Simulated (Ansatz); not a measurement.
**Starting-point dependence of the GW gap of Cd5B3ClO9 (Cm)**

One-shot GW is not self-consistent; how far does the start matter for Cd5B3ClO9 (Cm)?

Program: Ansatz 0.2.0. Level of theory: G0W0 on several functionals, plane waves, PAW. Results are calculated unless marked as measured.

In doubt: masses and optical values from hybrid runs of this build are listed as unsure (step 3), which bears on the screening that GW takes from such a start.

**1. The starting structure**

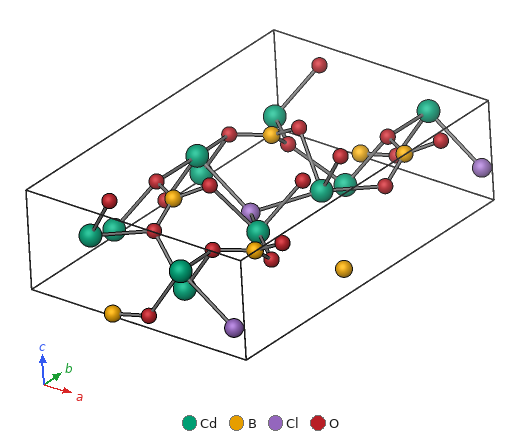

Start, viewed slightly off an axis; cadmium teal, boron orange, chlorine purple, oxygen red. This picture shows the conventional cell, with its axes. Bonds to atoms that aren't drawn are left out. Some periodic images of atoms are drawn too.

Geometry: measured cell, ions relaxed with PBE. The runs that relaxed it are not among those shown.

**2. G0W0 on PBE**

G0W0 replaces the xc potential by the self-energy, built once from these orbitals. Only a window of levels is corrected, while the sums run over the empty bands that the input names. This step takes PAW set soft_1 files.

This step: G0W0 on PBE, plane waves, PAW; PAW set soft_1.

Input file input.yaml:

```yaml
crystal:
  lattice:
    - [4.086, -8.0305, 0.0]
    - [4.086, 8.0305, 0.0]
    - [-0.5610688069, 0.0, 3.4284942182]
  atoms:
    - { symbol: Cd, position: [0.9903899046, 0.7342556792, 0.5662659888] }
    - { symbol: Cd, position: [0.7342556792, 0.9903899046, 0.5662659888] }
    - { symbol: Cd, position: [0.3113911839, 0.6630019832, 0.9124457693] }
    - { symbol: Cd, position: [0.6630019832, 0.3113911839, 0.9124457693] }
    - { symbol: Cd, position: [0.2871762088, 0.2871762088, 0.3102574688] }
    - { symbol: B, position: [0.6210609171, 0.6210609171, 0.9737592675] }
    - { symbol: B, position: [0.972075933, 0.3689018994, 0.3370010488] }
    - { symbol: B, position: [0.3689018994, 0.972075933, 0.3370010488] }
    - { symbol: Cl, position: [0.049188481, 0.049188481, 0.7118210963] }
    - { symbol: O, position: [0.7759792855, 0.623579409, 0.0193502893] }
    - { symbol: O, position: [0.623579409, 0.7759792855, 0.0193502893] }
    - { symbol: O, position: [0.4502306784, 0.4502306784, 0.8744954667] }
    - { symbol: O, position: [0.1618372402, 0.4552599818, 0.3467663233] }
    - { symbol: O, position: [0.4552599818, 0.1618372402, 0.3467663233] }
    - { symbol: O, position: [0.1966350256, 0.8360258997, 0.1252240285] }
    - { symbol: O, position: [0.8360258997, 0.1966350256, 0.1252240285] }
    - { symbol: O, position: [0.9120354728, 0.4534148167, 0.5549599024] }
    - { symbol: O, position: [0.4534148167, 0.9120354728, 0.5549599024] }
kpoints:
  mp_grid: { grid: [2, 2, 4] }
hamiltonian:
  xc: pbe
  pseudopotentials: { kind: paw, azcp: { folder: soft_1 } }
scf:
  occupations: { method: fixed }
gw:
  n_empty_bands: 1033
  ecut_chi: 160.0
  qp_bands: [v4, c4]
  qp_kpoints: band_edges
  screening: { model: contour_deformation }
```

Run with:

```
> ansatz run input.yaml --threads 2 --pin off --max-ram 92160MiB --backend cuda --events-out ev --progress --plain --runs-dir out --devices 1 --max-vram 13GiB
```

Numbers of over 12 decimals in the logs are rounded to 6 here.

Output:

```text
GPUs: using 1 of 1 available (devices: 1).
Engine: ansatz 0.2.0, x86_64-unknown-linux-gnu
Pseudopotentials: kind: paw
Pseudopotential: Cd, paw, valence charge 20, recommended cutoff 420 eV (normal), soft_1/Cd.paw.azcp
Pseudopotential: B, paw, valence charge 3, recommended cutoff 420 eV (normal), soft_1/B.paw.azcp
Pseudopotential: Cl, paw, valence charge 7, recommended cutoff 420 eV (normal), soft_1/Cl.paw.azcp
Pseudopotential: O, paw, valence charge 6, recommended cutoff 420 eV (normal), soft_1/O.paw.azcp
Functional definition: PBE
  parameter kappa = 0.804
  parameter beta = 0.066725
  exchange = pbe_x(kappa = kappa, mu = beta*pi^2/3)
  correlation = pbe_c(beta = beta)
device memory: the entry about to start is reckoned to put 3.4 GiB on a device that reports 35.4 GiB free (of which the cap on the GPU budget leaves the run 13.0 GiB)
GPU FFT provider: cuFFT
GPU libraries: cuBLAS 13.8.2, cuFFT 12.4.0, cuSOLVER 12.3.4
Crystal: 18 atoms, lattice volume = 224.996 Å³
Basis set: ecut = 420 eV, 4399 PW (Γ)
Bands: 103, of which v1, the nominal top of the filled ones, is band 85 counted from 1 (84 counted from 0)
Symmetry: 2 space group operations
Space group: Cm (ITA 8), of the structure as read, at distance tolerance 6.1e-5 Å
k-points: 9 of 16 (time reversal used)
Non-local potential: Cd, projectors of the file, l = 0: 3, l = 1: 2, l = 2: 2, l = 3: 1
Non-local potential: B, projectors of the file, l = 0: 2, l = 1: 2, l = 2: 1
Non-local potential: Cl, projectors of the file, l = 0: 2, l = 1: 2, l = 2: 1
Non-local potential: O, projectors of the file, l = 0: 2, l = 1: 2, l = 2: 1
PAW form: soft (Blöchl's): semilocal exchange-correlation on the pseudo side does not see the compensation charge
PAW one-centre angular grid: Cd, 590 points (default); XC on 64 Gauss nodes
PAW one-centre angular grid: B, 110 points (default); XC on 64 Gauss nodes
PAW one-centre angular grid: Cl, 110 points (default); XC on 64 Gauss nodes
PAW one-centre angular grid: O, 110 points (default); XC on 64 Gauss nodes
Initial density: superposition of atomic densities (chi_scale 0.1, normalization cell, long waves kept (reshape's long-wave potential 0.07 eV rms))
Initial wavefunctions: pseudopotential atomic-orbital guess
GPU buffer pool allocated for 98304 grid points (all kernels)
GPU transforms: local potential and band sums: pruned to the plane-wave sphere, on 64×64×24
Functional: x = pbe(κ = 0.804, μ = 0.219515), c = pbe(β = 0.066725)
SCF iter   1: F=—  HF=-47940.488101 eV  |F-HF|=—  |Δ(HF+E_count)|=         —  Δρ=9.48e-2  dr2=1.84e1  ethr=3.10e-3  ⟨swp⟩=5.0  Hψ=2802  notcnv=0  defer=141
preconditioner: auto → Resta (q_TF=auto, 2.604 Å⁻¹)  ε∞=4.5  [insulator: Δε(μ)=1.856 eV  Ē_g=15.061 eV  n_scr=66 (ndim 8)  ℏωp=28.2 eV  f_vac=0.009  ε∞_Penn≈4.5]
SCF iter   2: F=—  HF=-47934.716808 eV  |F-HF|=—  |Δ(HF+E_count)|=    5.77e0  Δρ=3.57e-2  dr2=2.73e0  ethr=3.10e-3  ⟨swp⟩=3.0  Hψ=1905  notcnv=0  defer=138
SCF iter   3: F=—  HF=-47934.125522 eV  |F-HF|=—  |Δ(HF+E_count)|=   5.91e-1  Δρ=1.34e-2  dr2=3.86e-1  ethr=1.60e-3  ⟨swp⟩=2.4  Hψ=1304  notcnv=0  defer=142
SCF iter   4: F=—  HF=-47934.092510 eV  |F-HF|=—  |Δ(HF+E_count)|=   3.30e-2  Δρ=5.78e-3  dr2=7.06e-2  ethr=2.27e-4  ⟨swp⟩=3.1  Hψ=1819  notcnv=0  defer=141
SCF iter   5: F=—  HF=-47934.086856 eV  |F-HF|=—  |Δ(HF+E_count)|=   5.65e-3  Δρ=2.11e-3  dr2=9.26e-3  ethr=4.15e-5  ⟨swp⟩=2.0  Hψ=1420  notcnv=0  defer=142
SCF iter   6: F=—  HF=-47934.092710 eV  |F-HF|=—  |Δ(HF+E_count)|=   5.85e-3  Δρ=8.84e-4  dr2=1.41e-3  ethr=5.45e-6  ⟨swp⟩=2.4  Hψ=1424  notcnv=0  defer=144
SCF iter   7: F=—  HF=-47934.093287 eV  |F-HF|=—  |Δ(HF+E_count)|=   5.77e-4  Δρ=2.75e-4  dr2=1.55e-4  ethr=8.31e-7  ⟨swp⟩=2.0  Hψ=1415  notcnv=0  defer=144
SCF iter   8: F=—  HF=-47934.093496 eV  |F-HF|=—  |Δ(HF+E_count)|=   2.08e-4  Δρ=8.82e-5  dr2=1.61e-5  ethr=9.14e-8  ⟨swp⟩=2.0  Hψ=1408  notcnv=0  defer=133
SCF iter   9: F=—  HF=-47934.093512 eV  |F-HF|=—  |Δ(HF+E_count)|=   1.60e-5  Δρ=5.17e-5  dr2=5.18e-6  ethr=9.47e-9  ⟨swp⟩=2.0  Hψ=1512  notcnv=0  defer=113
SCF iter  10: F=—  HF=-47934.093513 eV  |F-HF|=—  |Δ(HF+E_count)|=   1.24e-6  Δρ=1.13e-5  dr2=3.56e-7  ethr=3.05e-9  ⟨swp⟩=2.0  Hψ=1376  notcnv=0  defer=115
SCF iter  11: F=-47934.093513 eV  HF=-47934.093513 eV  |F-HF|=4.29e-8  |Δ(HF+E_count)|=   4.59e-7  Δρ=7.20e-6  dr2=9.96e-8  ethr=5.88e-11  ⟨swp⟩=11.8  Hψ=3967  notcnv=0
SCF 1 converged in 11 iterations: F = -47934.093513 eV  dr2 = 9.96e-8
  greatest PAW one-centre occupation: 1.000 electrons in one spin orbital (limit 2), on the Cd atom at site 1 (counted from 0), in its partial waves of l = 1
device memory: the entry about to start is reckoned to put 4.0 GiB (of the 4.1 GiB reckoned in all, the device holds 0.1 GiB already) on a device that reports 35.0 GiB free (of which the cap on the GPU budget leaves the run 12.9 GiB)
NSCF: frozen V_eff on 9 k-points
the band table was solved once the SCF had ended and its energy, with any forces and stress, was formed, with the checks that follow a solve (3383 applications of the Hamiltonian). They found nothing against the state; the energy, forces and stress were not computed again (output.eigenvalues in the input reference)
device memory: the entry about to start is reckoned to put 11.5 GiB on a device that reports 35.1 GiB free (of which the cap on the GPU budget leaves the run 13.0 GiB)
NSCF: frozen V_eff on 9 k-points
G₀W₀ screening: q 1/9
[... further progress lines ...]
device memory: the entry about to start is reckoned to put 1.4 GiB on a device that reports 24.4 GiB free (of which the cap on the GPU budget leaves the run 13.0 GiB)
NSCF: frozen V_eff on 1 k-points
device memory: the entry about to start is reckoned to put 1.4 GiB on a device that reports 24.4 GiB free (of which the cap on the GPU budget leaves the run 13.0 GiB)
NSCF: frozen V_eff on 1 k-points
device memory: the entry about to start is reckoned to put 1.4 GiB on a device that reports 24.4 GiB free (of which the cap on the GPU budget leaves the run 13.0 GiB)
NSCF: frozen V_eff on 1 k-points
SCF converged after 11 iterations
Free energy (F): -47934.093513 eV
Harris-Foulkes:  -47934.093513 eV  (|F-HF|=4.29e-8)
Internal energy: -47934.093513 eV  (E = F + TS)
E sigma→0 (E₀):  -47934.093513 eV
Fermi energy:    8.408493 eV
--- Per-component energies (eV) ---
  E_band       = -2253.381450
  E_kinetic    = 4031.067540
  E_local      = -20559.691901  (includes V_loc(G=0)·N_el)
  E_nonlocal   = 1145.605604
  E_hartree    = 9183.856552
  E_xc         = -1629.557478
  E_vxc        = -2030.190813  (∫ρ·V_xc dr)
  E_paw        = -22868.977499  (= ΣΔE_a)
  E_vpaw       = -3207.890088  (= ΣTr[D̂ρ^β])
  E_aug_tail   = 0.008972  (compensation charges beyond the density's cutoff)
  E_ewald      = -17236.405304
  E_smearing   = -0.000000  (= −TS)
  E_closure    = 0.000000  (closes the sum)
  Σ components = -47934.093513   (vs F -47934.093513, Δ=0.00e0)
--- Band table (eV; the first three rows and the last of 9) ---
  k-point 0: bands = [... 81 lower, 7.8611, 7.9874, 8.2094, 8.3481, 10.3931, 13.0114, 13.3064, 13.5003, ... 14 higher]
  k-point 1: bands = [... 81 lower, 7.7518, 8.0543, 8.0872, 8.3819, 11.8649, 13.6533, 13.6917, 13.9737, ... 14 higher]
  k-point 2: bands = [... 81 lower, 7.8947, 7.9022, 8.1858, 8.4085, 13.1012, 13.5160, 13.9646, 14.1072, ... 14 higher]
  k-point 8: bands = [... 81 lower, 7.7706, 7.8560, 8.2267, 8.3343, 13.2291, 13.7122, 13.7540, 13.8392, ... 14 higher]
--- G₀W₀: contour deformation, 7 samples at zero and on the imaginary axis and 2 off it, 16 q-points, 1033 empty bands' worth ---
  eigenvalues of the whole cell's RPA ε∞ on this k-mesh (on a slab, of 1 + 4πα/V) = 3.5374, 3.7958, 3.9527; static W/v taken at q = 0 is 0.266988
  gw.qp_kpoints: band_edges: 9 of 9 stored k-points solved, in 1 pass; an edge of the gap read off the rows below is read off those points alone
    ik  band        ε_KS         Σx   Σc(E_QP)       V_xc       Z   E_QP_lin       E_QP  E_QP is
     0    82      7.8611   -27.6276     3.9884   -22.6332  0.7696     6.8409     6.8551  root
     0    83      7.9874   -26.9113     4.5730   -21.3296  0.7546     6.9615     6.9788  root
     0    84      8.2094   -27.3819     4.5676   -21.8530  0.7544     7.2326     7.2482  root
     0    85      8.3481   -27.3547     4.6359   -21.8067  0.7518     7.4224     7.4360  root
     0    86     10.3931   -10.3192    -3.6594   -14.5462  0.8268    10.9631    10.9608  root
     0    87     13.0114    -9.3278    -4.0658   -14.0892  0.8203    13.7119    13.7071  root
     0    88     13.3064   -12.5118    -3.9757   -17.4688  0.7975    14.2991    14.2877  root
     0    89     13.5003   -10.7415    -4.2429   -15.8693  0.8125    14.3935    14.3852  root
     1    82      7.7518   -27.0606     4.3460   -21.7553  0.7574     6.7778     6.7925  root
     1    83      8.0543   -27.0247     4.5511   -21.5158  0.7527     7.0808     7.0966  root
     1    84      8.0872   -27.1392     4.6920   -21.4847  0.7513     7.1090     7.1248  root
     1    85      8.3819   -27.4728     4.5859   -21.9626  0.7541     7.4438     7.4576  root
     1    86     11.8649   -11.2225    -3.8254   -15.7955  0.8157    12.6173    12.6124  root
     1    87     13.6533   -11.9304    -4.2510   -17.1950  0.7998    14.6799    14.6669  root
     1    88     13.6917   -10.6703    -4.4535   -16.0521  0.8091    14.6301    14.6199  root
     1    89     13.9737   -11.1122    -4.3937   -16.4748  0.8068    14.9537    14.9426  root
     2    82      7.8947   -26.6539     4.6674   -21.0294  0.7485     6.9212     6.9376  root
     2    83      7.9022   -27.3058     4.4219   -21.9272  0.7563     6.9307     6.9455  root
     2    84      8.1858   -27.4648     4.7141   -21.7901  0.7530     7.2101     7.2253  root
     2    85      8.4085   -27.5375     4.4076   -22.1984  0.7586     7.4636     7.4770  root
     2    86     13.1012    -9.3224    -4.4095   -14.5599  0.8207    13.9363    13.9293  root
     2    87     13.5160    -9.7456    -4.5253   -15.1782  0.8125    14.4328    14.4233  root
     2    88     13.9646   -10.6414    -4.5525   -16.1767  0.8080    14.9594    14.9473  root
     2    89     14.1072   -10.5527    -4.4786   -15.9936  0.8060    15.0809    15.0694  root
[...]
8    82      7.7706   -26.2206     4.6897   -20.5545  0.7468     6.7765     6.7942  root
     8    83      7.8560   -27.3954     4.3716   -22.0649  0.7590     6.8828     6.8972  root
     8    84      8.2267   -27.6314     4.7475   -21.9270  0.7529     7.2547     7.2699  root
     8    85      8.3343   -27.5958     4.5334   -22.1355  0.7555     7.3937     7.4075  root
     8    86     13.2291    -9.0850    -4.5082   -14.4546  0.8194    14.0983    14.0905  root
     8    87     13.7122    -9.9501    -4.6041   -15.4906  0.8105    14.6592    14.6485  root
     8    88     13.7540   -11.0082    -4.4705   -16.4680  0.8067    14.7554    14.7434  root
     8    89     13.8392   -10.1857    -4.4622   -15.5697  0.8124    14.7706    14.7609  root
```

Run time: 83 s. Hardware: 1 × NVIDIA H100 80GB HBM3 (shared by 6 runs) with 2 threads of AMD EPYC 7R13 (Zen 3), shared host; peak memory 3.7 GiB.

This step gave:

| Item | Value |
| --- | --- |
| bands summed | 1118 |
| RPA ε∞ on this mesh (eigenvalues) | 3.537, 3.796, 3.953 |
| plane waves in the screening matrix | 1051 |
| q-points in the mesh | 16 |
| G0W0 gap on the mesh | 3.484 eV |
| k of the valence top | 0, 0, -0.5 |
| k of the conduction bottom | 0, 0, 0 |
| starting gap on the mesh | 1.985 eV |
| Z at the valence top | 0.7586 |
| Z at the conduction bottom | 0.8268 |
| least direct G0W0 gap on the computed points | 3.525 eV |

The gap on the mesh goes from 1.98 eV to 3.48 eV, a correction of +1.50 eV. Between the two edge states, bare exchange in place of the xc potential would open the gap by 9.57 eV, and correlation takes back 8.07 eV.

**3. G0W0 on HSE06**

The same correction from a different start measures what one shot leaves open.

This step: G0W0 on HSE06, plane waves, PAW; PAW set soft_1.

input.yaml: that of step 2 with these lines changed.

```diff
@@ -27,3 +27,3 @@
 hamiltonian:
-  xc: pbe
+  xc: hse06
   pseudopotentials: { kind: paw, azcp: { folder: soft_1 } }
```

Output:

```text
GPUs: using 1 of 1 available (devices: 1).
[...]
davidson cushion auto → on  (no smearing: the cushion is to keep the highest requested band from converging to the state above it; pin scf.eigensolver.cushion to override)
[...]
GPU FFT provider: cuFFT
GPU libraries: cuBLAS 13.8.2, cuFFT 12.4.0, cuSOLVER 12.3.4
Crystal: 18 atoms, lattice volume = 224.996 Å³
Basis set: ecut = 420 eV, 4399 PW (Γ)
Bands: 103, of which v1, the nominal top of the filled ones, is band 85 counted from 1 (84 counted from 0)
Symmetry: 2 space group operations
[...]
k-points: 9 of 16 (time reversal used)
[...]
GPU buffer pool allocated for 98304 grid points (all kernels)
[...]
SCF iter   1: F=—  HF=-47940.166577 eV  |F-HF|=—  |Δ(HF+E_count)|=         —  Δρ=9.46e-2  dr2=1.81e1  ethr=1.00e-1  ⟨swp⟩=6.3  Hψ=2872  notcnv=0
[...]
SCF iter   7: F=-47934.095339 eV  HF=-47934.095457 eV  |F-HF|=1.18e-4  |Δ(HF+E_count)|=   2.81e-4  Δρ=3.37e-4  dr2=2.14e-4  ethr=2.87e-7  ⟨swp⟩=3.1  Hψ=2448  notcnv=0
SCF 1 stopped early in 7 iterations: F = -47934.095339 eV  dr2 = 2.14e-4
[...]
GPU FFT provider: cuFFT
GPU libraries: cuBLAS 13.8.2, cuFFT 12.4.0, cuSOLVER 12.3.4
[...]
GPU buffer pool allocated for 98304 grid points (all kernels)
[...]
Frozen-core exchange: fock
[...]
Internal energy: -47952.465213 eV  (E = F + TS)
E sigma→0 (E₀):  -47952.465213 eV
Fermi energy:    7.268749 eV
[...]
--- Band table (eV; the first three rows and the last of 9) ---
  k-point 0: bands = [... 81 lower, 6.7605, 6.7750, 7.0160, 7.1681, 10.8396, 13.5326, 13.9300, 14.1395, ... 4 higher]
  k-point 1: bands = [... 81 lower, 6.5980, 6.8679, 6.8752, 7.2072, 12.3876, 14.3426, 14.3742, 14.6742, ... 4 higher]
  k-point 2: bands = [... 81 lower, 6.6921, 6.7284, 6.9729, 7.2687, 13.7321, 14.2108, 14.7032, 14.8109, ... 4 higher]
  k-point 8: bands = [... 81 lower, 6.5582, 6.7049, 7.0034, 7.1652, 13.8862, 14.4353, 14.4749, 14.5346, ... 4 higher]
  guard bands above this table: 10 of the run's 103 bands. The solve was not asked for them (output.publish_guard_bands: true or output.eigenvalues: true publishes all)
[...]
0    82      6.7605   -27.3057     3.4705   -23.4420  0.8071     6.3660     6.3672  root
     0    83      6.7750   -26.9370     4.0118   -22.5952  0.7953     6.4439     6.4450  root
     0    84      7.0160   -27.4313     4.0255   -23.1211  0.7950     6.7306     6.7313  root
     0    85      7.1681   -27.4148     4.0976   -23.0772  0.7926     6.9276     6.9281  root
     0    86     10.8396    -9.5369    -3.6061   -13.6040  0.8570    11.3017    11.3007  root
     0    87     13.5326    -8.3205    -3.8420   -12.6458  0.8539    14.0173    14.0159  root
     0    88     13.9300   -11.5482    -3.8349   -16.1392  0.8355    14.6901    14.6862  root
     0    89     14.1395    -9.9217    -4.0263   -14.5845  0.8464    14.7786    14.7760  root
[...]
8    86     13.8862    -8.5942    -4.2221   -13.4221  0.8504    14.4942    14.4919  root
     8    87     14.4353    -9.2229    -4.3541   -14.2235  0.8452    15.0848    15.0819  root
     8    88     14.4749    -9.9984    -4.2191   -14.8999  0.8430    15.1605    15.1573  root
     8    89     14.5346    -9.6414    -4.2605   -14.5663  0.8449    15.2020    15.1990  root
[key lines of the parts left out:]
Free energy (F): -47952.465213 eV
```

The job ended after 5.2 min (1 × NVIDIA H100 80GB HBM3 (shared by 6 runs) with 2 threads; peak memory 3.9 GiB; 6.6 min of CPU time).

Numbers from this step:

* bands summed: 1118
* RPA ε∞ on this mesh (eigenvalues): 2.924, 3.053, 3.158
* plane waves in the screening matrix: 1051
* q-points in the mesh: 16
* G0W0 gap on the mesh: 4.312 eV
* k of the valence top: 0, 0, -0.5
* k of the conduction bottom: 0, 0, 0
* starting gap on the mesh: 3.571 eV
* Z at the valence top: 0.7992
* Z at the conduction bottom: 0.8570
* least direct G0W0 gap on the computed points: 4.373 eV

Against the run with 2×2×4 mesh, 1033 empty bands, screening to 160 eV, PAW set soft_1 files on PBE, the gap moves by +0.83 eV, while the start moved by +1.59 eV.

[end of part 1 of 2]

[Paths, hosts, dates, memory and timing lines, banners, echoed tables and standing remarks are left out of the program output.]

[Logs are printed without paths, hosts, clocks, repeated set-up lines and the standing remarks that a program may print on its own settings, such as how far it seeks lower states.]

[Runs of the session that timed out or met a known fault of the program may be left out.]

[Cells called generated may have been cut or substituted from an entry of the Crystallography Open Database or the Materials Project.]

[Hosts, paths, dates, database ids (printed as entryN), source tags and the programs' standing remarks are cut or masked in the printed files.]
